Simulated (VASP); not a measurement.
**A VASP study of MgW (LDA): structure first, properties next**

What structure does MgW take at this level, and what are its properties? The steps: full relaxation (LDA), second relaxation, density, ELF and potential (LDA), band structure (LDA), total and projected DOS (LDA), core levels (LDA), electric field gradients (LDA) and band structure (LDA + SOC). The cell is invented: it takes the structure of a Materials Project entry for MgZr (space group 187 there), with some of its atoms replaced by other elements, volume scaled by an estimate. It may not be a known or stable phase. Left out of this account: 1 further run (elastic: elastic constants of a metal on too coarse a mesh).

Program: VASP 6.6.1. Level of theory: LDA; plane waves and PAW (W, Mg), in the first sound run; inputs show where later runs differ. Results are calculated unless marked as measured.

### 1. Starting point

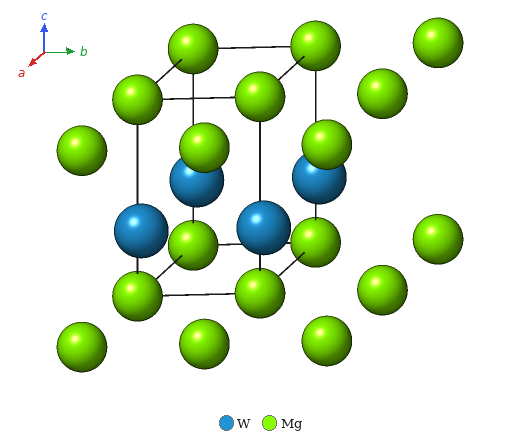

The cell as given, from a free direction (tungsten blue, magnesium green). 2×2×1 cells are drawn. Some periodic images of atoms are drawn too.

As a file:

```cif
data_structure
_symmetry_space_group_name_H-M 'P-6m2'
_symmetry_Int_Tables_number 187
_cell_length_a 2.9211
_cell_length_b 2.9211
_cell_length_c 5.2840
_cell_angle_alpha 90.000
_cell_angle_beta 90.000
_cell_angle_gamma 120.000
_cell_volume 39.05
loop_
_atom_site_label
_atom_site_type_symbol
_atom_site_symmetry_multiplicity
_atom_site_Wyckoff_symbol
_atom_site_fract_x
_atom_site_fract_y
_atom_site_fract_z
_atom_site_occupancy
W1 W 1 f 0.66667 0.33333 0.50000 1
Mg1 Mg 1 a 0.00000 0.00000 0.00000 1
```

### 2. Full relaxation (LDA)

Properties are meant for the cell that this level of theory prefers, so cell and atoms are relaxed first (ISIF = 3) until forces and stress are small; EDIFFG sets the threshold. LDA, the lowest rung, knows the local density alone.

Contents of INCAR:

```
SYSTEM = MgW
PREC = Accurate
ENCUT = 400
EDIFF = 1E-06
NELM = 100
ISMEAR = -1
SIGMA = 0.05
LREAL = .FALSE.
ALGO = Normal
GGA = CA
LORBIT = 11
LWAVE = .FALSE.
LCHARG = .FALSE.
IBRION = 2
NSW = 60
ISIF = 3
EDIFFG = -0.01
```

Contents of POSCAR:

```
MgW
1.0
    2.9210970000      0.0000000000      0.0000000000
   -1.4605480000      2.5297440000      0.0000000000
    0.0000000000      0.0000000000      5.2839620000
W Mg
1 1
Direct
    0.6666666700      0.3333333300      0.5000000000
    0.0000000000      0.0000000000      0.0000000000
```

Contents of KPOINTS:

```
Automatic mesh
0
Gamma
10 10 5
0 0 0
```

Potentials, in the order of the species: W and Mg (LDA family, release 64).

On the command line:

```console
> mpirun -np 1 vasp_std
```

The log of the run:

```text
[banner, memory and clock lines left out]
running    1 mpi-ranks, on    1 nodes
 distrk:  each k-point on    1 cores,    1 groups
 distr:  one band on    1 cores,    1 groups

 POSCAR found type information on POSCAR W Mg
 POSCAR found :  2 types and       2 ions
 LDA part: xc-table for (Slater(with rela. corr.)+CA(PZ))
 , standard interpolation
 POSCAR, INCAR and KPOINTS ok, starting setup
 FFT: planning ... GRIDC
 FFT: planning ... GRID_SOFT
 FFT: planning ... GRID
 WAVECAR not read
 entering main loop
       N       E                     dE             d eps       ncg     rms          rms(c)
DAV:   1     0.267610681030E+01    0.26761E+01   -0.29481E+03   696   0.637E+02
DAV:   2    -0.151322109029E+02   -0.17808E+02   -0.17142E+02  1064   0.967E+01
DAV:   3    -0.154376733209E+02   -0.30546E+00   -0.30450E+00   720   0.148E+01
DAV:   4    -0.154392123671E+02   -0.15390E-02   -0.15387E-02  1040   0.975E-01
DAV:   5    -0.154392132715E+02   -0.90431E-06   -0.90425E-06   696   0.213E-02    0.130E+01
DAV:   6    -0.147203196460E+02    0.71889E+00   -0.19337E+00   872   0.773E+00    0.496E+00
DAV:   7    -0.145364560800E+02    0.18386E+00   -0.50385E-01   776   0.354E+00    0.166E+00
DAV:   8    -0.145128889121E+02    0.23567E-01   -0.78935E-02   888   0.192E+00    0.303E-01
DAV:   9    -0.145115848174E+02    0.13041E-02   -0.56949E-03   768   0.338E-01    0.783E-02
DAV:  10    -0.145114066819E+02    0.17814E-03   -0.80640E-04   856   0.149E-01    0.266E-02
DAV:  11    -0.145113904835E+02    0.16198E-04   -0.62194E-05   776   0.510E-02    0.586E-03
DAV:  12    -0.145113888305E+02    0.16530E-05   -0.15881E-05   880   0.186E-02    0.215E-03
DAV:  13    -0.145113887056E+02    0.12490E-06   -0.18845E-06   400   0.642E-03
   1 F= -.14511389E+02 E0= -.14503110E+02  d E =-.145114E+02
 curvature:   0.00 expect dE= 0.000E+00 dE for cont linesearch  0.000E+00
 trial: gam= 0.00000 g(F)=  0.627E-46 g(S)=  0.163E+01 ort = 0.000E+00 (trialstep = 0.100E+01)
 search vector abs. value=  0.163E+01
 bond charge predicted
       N       E                     dE             d eps       ncg     rms          rms(c)
DAV:   1    -0.168790414583E+02   -0.23677E+01   -0.74283E+01   736   0.773E+01    0.193E+01
DAV:   2    -0.145322952070E+02    0.23467E+01   -0.15933E+01   744   0.215E+01    0.489E+00
DAV:   3    -0.143776421152E+02    0.15465E+00   -0.63684E-01   680   0.531E+00    0.253E+00
DAV:   4    -0.143396641177E+02    0.37978E-01   -0.10364E-01   840   0.245E+00    0.469E-01
DAV:   5    -0.143404288148E+02   -0.76470E-03   -0.45562E-03   808   0.452E-01    0.326E-01
DAV:   6    -0.143412598771E+02   -0.83106E-03   -0.32381E-03   768   0.385E-01    0.333E-02
DAV:   7    -0.143412614893E+02   -0.16122E-05   -0.96916E-05   944   0.745E-02    0.194E-02
DAV:   8    -0.143412625853E+02   -0.10961E-05   -0.11921E-05   928   0.246E-02    0.752E-03
DAV:   9    -0.143412624816E+02    0.10371E-06   -0.78712E-07   384   0.743E-03
   2 F= -.14341262E+02 E0= -.14334864E+02  d E =0.170126E+00
[... from here on, the cycles between the ionic steps are left out ...]
   3 F= -.14961424E+02 E0= -.14952925E+02  d E =-.450035E+00
   4 F= -.14962057E+02 E0= -.14953579E+02  d E =-.450669E+00
   5 F= -.14991252E+02 E0= -.14982622E+02  d E =-.291950E-01
   6 F= -.14995940E+02 E0= -.14987370E+02  d E =-.338826E-01
   7 F= -.14995931E+02 E0= -.14987366E+02  d E =-.338736E-01
   8 F= -.14995905E+02 E0= -.14987355E+02  d E =0.259056E-04
   9 F= -.14996001E+02 E0= -.14987443E+02  d E =-.702649E-04
 curvature:  -0.21 expect dE=-0.741E-05 dE for cont linesearch -0.953E-09
 trial: gam=-0.03745 g(F)=  0.106E-45 g(S)=  0.355E-04 ort = 0.132E-05 (trialstep = 0.758E+00)
 search vector abs. value=  0.360E-04
 bond charge predicted
       N       E                     dE             d eps       ncg     rms          rms(c)
DAV:   1    -0.149960452928E+02   -0.43990E-04   -0.11244E-03   728   0.255E-01    0.195E-02
DAV:   2    -0.149960162034E+02    0.29089E-04   -0.19534E-04   808   0.711E-02    0.153E-02
DAV:   3    -0.149960137976E+02    0.24058E-05   -0.71339E-06   744   0.167E-02    0.593E-03
DAV:   4    -0.149960131590E+02    0.63854E-06   -0.16942E-06   416   0.850E-03
  10 F= -.14996013E+02 E0= -.14987450E+02  d E =-.118190E-04
 trial-energy change:   -0.000012  1 .order   -0.000012   -0.000027    0.000003
 step:   0.6769(harm=  0.6769)  dis= 0.00000  next Energy=   -14.996013 (dE=-0.120E-04)
 reached required accuracy - stopping structural energy minimisation
```

The job ended after 1.7 min (1 MPI rank of AMD EPYC 7R43, shared host; peak memory 0.1 GiB).

Lines that name or quote the potential files are left out of all logs, and their timing lines are given in words.

Parts of OUTCAR (step 2):

```text
ion  position               nearest neighbor table
   1  0.667  0.333  0.500-   2 3.13   2 3.13   2 3.13   2 3.13   2 3.13   2 3.13
   2  0.000  0.000  0.000-   1 3.13   1 3.13   1 3.13   1 3.13   1 3.13   1 3.13

  LATTYP: Found a hexagonal cell.
 ALAT       =     2.9210970000
 C/A-ratio  =     1.8088964523

 Subroutine GETGRP returns: Found 12 space group operations
 (whereof 12 operations were pure point group operations)

The static configuration has the point symmetry D_3h.

 Found     42 irreducible k-points:

   k-points           NKPTS =     42   k-points in BZ     NKDIM =     42   number of bands    NBANDS=      8

   dimension x,y,z NGX =    20 NGY =   20 NGZ =   36
   dimension x,y,z NGXF=    40 NGYF=   40 NGZF=   72

   ENCUT  =  400.0 eV  29.40 Ry    5.42 a.u.   4.76  4.76  8.62*2*pi/ulx,y,z

   NELECT =       8.0000    total number of electrons

 k-points in reciprocal lattice and weights: Automatic mesh
   0.00000000  0.00000000  0.00000000       0.002
   0.10000000 -0.00000000  0.00000000       0.012
   0.20000000 -0.00000000  0.00000000       0.012
   0.30000000  0.00000000  0.00000000       0.012
   0.40000000 -0.00000000  0.00000000       0.012
   0.50000000 -0.00000000  0.00000000       0.006
   0.10000000  0.10000000  0.00000000       0.012
   0.20000000  0.10000000  0.00000000       0.024
   0.30000000  0.10000000  0.00000000       0.024
[...]
0.40000000  0.20000000  0.40000000       0.024
   0.30000000  0.30000000  0.40000000       0.024

 average (electrostatic) potential at core
       1 -40.0576       2 -35.2893

 E-fermi :   5.4364

 k-point     1 :       0.0000    0.0000    0.0000
  band No.  band energies     occupation
      1      -2.9742      2.00000
      2       1.0597      2.00000
      3       4.4522      2.00000
      4       5.5082      0.38432
      5       5.5082      0.38429
      6       8.4493      0.00000
      7       8.4493      0.00000
      8       9.5615      0.00000

 k-point     2 :       0.1000   -0.0000    0.0000
  band No.  band energies     occupation
      1      -2.6454      2.00000
      2       1.4004      2.00000
      3       4.1960      2.00000
      4       5.1409      1.99459
      5       5.8818      0.00027
      6       8.3072      0.00000
      7       8.6213      0.00000
      8       9.6658      0.00000

 k-point     3 :       0.2000   -0.0000    0.0000
  band No.  band energies     occupation
      1      -1.7395      2.00000
      2       2.2177      2.00000
      3       3.5951      2.00000
      4       4.5466      2.00000
      5       6.9566      0.00000
      6       7.9558      0.00000
      7       9.0529      0.00000
      8       9.9012      0.00000

  Total       -0.0027462     -0.0027462      0.0030500     -0.0000000     -0.0000000      0.0000000
  in kB       -0.1352033     -0.1352033      0.1501620     -0.0000000     -0.0000000      0.0000000
  external PRESSURE =      -0.0400815 kB  Pullay stress =       0.0000000 kB

  energy-cutoff  :      400.00
  volume of cell :       32.54
      direct lattice vectors                 reciprocal lattice vectors
     2.800030956 -0.000000025  0.000000000     0.357138911  0.206194193 -0.000000000
    -1.400015021  2.424897770  0.000000000     0.000000004  0.412388521 -0.000000000
     0.000000000  0.000000000  4.792860525    -0.000000000 -0.000000000  0.208643668

 POSITION                                       TOTAL-FORCE (eV/Angst)
 -----------------------------------------------------------------------------------
      1.40002      0.80830      2.39643         0.000000      0.000000     -0.000000
      0.00000      0.00000      0.00000        -0.000000     -0.000000      0.000000
 -----------------------------------------------------------------------------------
    total drift:                               -0.000000     -0.000000     -0.000000

  FREE ENERGIE OF THE ION-ELECTRON SYSTEM (eV)
  ---------------------------------------------------
  free  energy   TOTEN  =       -14.9960131590 eV

  energy  without entropy=      -14.9788860256  energy(sigma->0) =      -14.98744959

 reached required accuracy - stopping structural energy minimisation

 total charge
# of ion       s       p       d       tot
------------------------------------------
    1        0.681   0.574   4.096   5.351
    2        0.233   0.211   0.036   0.480
--------------------------------------------------
tot          0.914   0.785   4.132   5.831

[... 3 further parts left out ...]
```

The k-mesh is coarse for a metal. After so large a change of volume the plane waves of the start cell no longer fit, so the final stress carries a basis-set error. The data set W keeps the semicore shell frozen, which is cheaper and a little less accurate. The run keeps the 12 symmetry operations of its start, so it cannot find a distortion of lower symmetry.

Step by step:

| step | energy less that of the first step (eV) | largest force (eV/Å) | pressure (GPa) | volume (Å³) |
| --- | --- | --- | --- | --- |
| 1 | 0.0000 | 0.0000 | -19.34 | 39.05 |
| 2 | 0.1701 | 0.0000 | 43.46 | 27.18 |
| 3 | -0.4500 | 0.0000 | -0.34 | 32.91 |
| 4 | -0.4507 | 0.0000 | 0.44 | 32.74 |
| 5 | -0.4799 | 0.0000 | 0.48 | 32.37 |
| 6 | -0.4846 | 0.0000 | 0.34 | 32.47 |
| 7 | -0.4845 | 0.0000 | 0.34 | 32.48 |
| 8 | -0.4845 | 0.0000 | -0.39 | 32.63 |
| 9 | -0.4846 | 0.0000 | 0.00 | 32.55 |
| 10 | -0.4846 | 0.0000 | 0.00 | 32.54 |

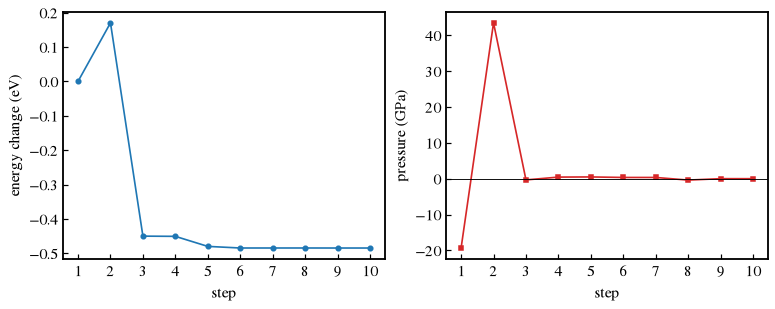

Energy and pressure along the relaxation.

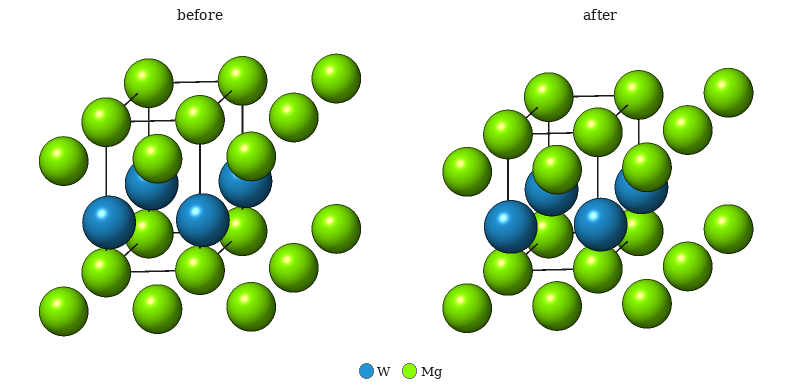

Before and after, at one scale.

```
conventional cell, symmetrised  before  after   change
                         a (Å)   2.921  2.800   -4.1 %
                         b (Å)   2.921  2.800   -4.1 %
                         c (Å)   5.284  4.793   -9.3 %
              volume (Å³/atom)   19.52  16.27  -16.7 %
```

Final coordinates:

```
W Mg
1.0
     2.80003    0.00000    0.00000
    -1.40002    2.42490    0.00000
     0.00000    0.00000    4.79286
W Mg
1 1
Direct
  0.66667 0.33333 0.50000
  0.00000 0.00000 0.00000
```

Numbers from this step:

| Quantity | Value |
| --- | --- |
| electrons | 8 |
| bands | 8 |
| irreducible k-points | 42 |
| symmetry operations | 12 |
| free energy (TOTEN) | -15.00 eV |
| energy at zero smearing | -14.99 eV |
| Fermi energy | 5.436 eV |
| pressure | -0.004008 GPa |
| metallic | yes |
| SCF cycles over all ionic steps | 67 |

It ends with forces that vanish by symmetry and a pressure of 0.00 GPa.

[end of part 1 of 4]

[Lines on the potential files, build, host, timing and source positions are cut from VASP's logs without a mark.]

[Logs are printed without paths, hosts, clocks, repeated set-up lines and the standing remarks that a program may print on its own settings, such as how far it seeks lower states.]

[Hosts, paths, dates, database ids (printed as entryN), source tags and the programs' standing remarks are cut or masked in the printed files.]

[A measured line is paired with the nearest computed mode of its activity, which favours agreement.]

[In band tables of VASP the shares of atoms and orbitals are scaled to a sum of 1 inside the atoms' spheres.]
